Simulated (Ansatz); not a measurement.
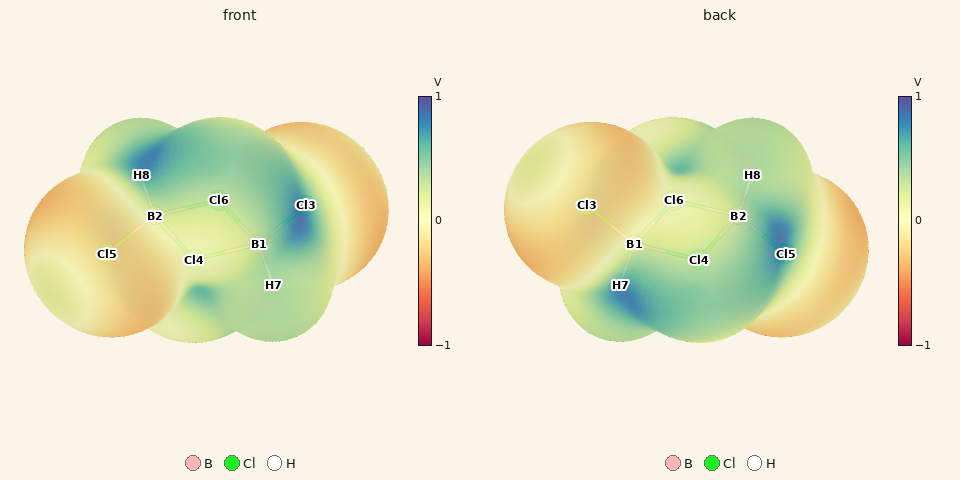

B₂Cl₄H₂. The electrostatic potential painted on the density surface at 0.001 e/bohr³, seen from the front and from behind; the colour scale runs from red (negative) to blue (positive).

Geometry: PBE0-D4/def2-SVP.

These are results of Ansatz 0.2.0, isolated molecule in a Gaussian basis; Kohn-Sham density functional theory, functional PBE0, not measurements.

```xyz
8

B     1.0158    0.3457    0.8196
B    -1.0148   -0.3452   -0.8194
Cl    0.8554    0.3713    2.5773
Cl   -0.4162    1.3750   -0.0632
Cl   -0.8695   -0.3760   -2.5783
Cl    0.4241   -1.3727    0.0540
H     2.0640    0.6449    0.3225
H    -2.0588   -0.6430   -0.3126
```

> Describe the electrostatic potential map.

The most negative region (about −0.3 V, or −7 kcal/mol for a unit charge) lies over Cl3 and Cl5, the most positive (about +0.8 V, or +18 kcal/mol for a unit charge) over B1, B2, Cl4 and Cl6. Cl3 shows a σ-hole: about +0.2 V at the tip opposite its bond, against about −0.2 V on its flanks. Cl5 shows a σ-hole: about +0.2 V at the tip opposite its bond, against about −0.2 V on its flanks.

> How polar is the molecule by this calculation?

Its dipole moment is zero.
